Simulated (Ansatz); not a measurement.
SiO2 (alpha-quartz type, space group P3_121), energy against volume

SiO$_{2}$ (alpha-quartz type, space group P3_121)

```
CELL_PARAMETERS angstrom
      5.02041     0.00000     0.00000
     -2.51021     4.34781     0.00000
      0.00000     0.00000     5.50900
ATOMIC_POSITIONS crystal
  Si 0.47643 0.00000 0.33333
  Si 0.00000 0.47643 0.66667
  Si 0.52357 0.52357 0.00000
  O  0.41444 0.25595 0.20559
  O  0.74405 0.15849 0.53893
  O  0.84151 0.58556 0.87226
  O  0.15849 0.74405 0.46107
  O  0.25595 0.41444 0.79441
  O  0.58556 0.84151 0.12774
```

The volume is varied about the relaxed value V₀ at fixed cell shape. The atoms relax within the cell's symmetry.

These are PBE (plane waves to 420 eV, PAW, scalar-relativistic; Ansatz, a program for electronic structure) values and carry that method's errors. k mesh 8×8×6 (Γ-centred), Fermi-Dirac smearing 0.05 eV. E stands for the smeared free energy. The relaxing atoms change the space group within the scan (P6_422 at V/V₀ = 1.107), so nothing is fitted. SiO2 was relaxed with its symmetry unable to fall. The PAW data are Ansatz's earlier set. The zero of ΔE is the relaxed starting cell.

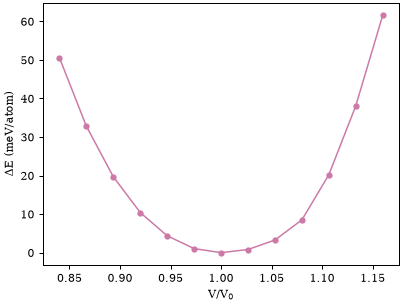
*ΔE (meV/atom) against V/V₀; markers are the computed points, lines only join them.*

The energy cost of the largest compression is 50.6 meV/atom. The energy cost of the largest expansion comes out as 61.6 meV/atom. The pressure at the smallest volume is 9.2 GPa.

(Under strain, the slope of the energy per volume gives the stress and its curvature an elastic modulus.)
